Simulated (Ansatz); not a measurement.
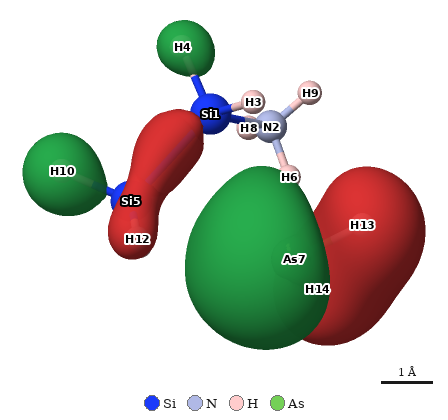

*H8NSi2···AsH2. The HOMO−1 at ±0.06 Å⁻³ᐟ² (green and red are the two phases), seen at a tilt.*

A transition-state structure; geometry: PBE0-D4/def2-TZVP.

Computed with Ansatz 0.2.0, RKS PBE0-D4/def2-TZVPP.

The calculation's input:

```
crystal:
  periodic: [false, false, false]
  atoms:
    - {symbol: Si, position_ang: [-0.360432, -0.910443, 0.803103]}
    - {symbol: N, position_ang: [1.141069, 0.144578, 1.126177]}
    - {symbol: H, position_ang: [0.136221, -2.139661, 0.150841]}
    - {symbol: H, position_ang: [-0.686474, -1.248872, 2.226049]}
    - {symbol: Si, position_ang: [-2.016671, 0.307624, -0.279643]}
    - {symbol: H, position_ang: [1.316562, 0.415123, 0.074083]}
    - {symbol: As, position_ang: [0.893432, 0.210905, -2.051717]}
    - {symbol: H, position_ang: [0.969396, 0.960063, 1.710589]}
    - {symbol: H, position_ang: [1.934973, -0.369623, 1.500279]}
    - {symbol: H, position_ang: [-3.264169, 0.263867, 0.545752]}
    - {symbol: H, position_ang: [-1.601090, 1.730802, -0.371257]}
    - {symbol: H, position_ang: [-2.305991, -0.283710, -1.603923]}
    - {symbol: H, position_ang: [2.181638, -0.606425, -1.939987]}
    - {symbol: H, position_ang: [1.661435, 1.525670, -1.890247]}
basis:
  gaussian: {orbitals: def2-TZVPP}
hamiltonian: {xc: pbe0, dispersion: d4}
output: {orbitals: {seedname: orbitals}}
```

Launched as:

```sh
ansatz run in.yaml --threads 8 --pin off --events-out ev --progress --plain --max-ram 19148MiB
```

### Describe this orbital and give its energy.

Its weight (Hirshfeld) is mainly on As7 (about 65 %), H13 (about 10 %) and H14 (about 10 %). Its energy is −6.87 eV.
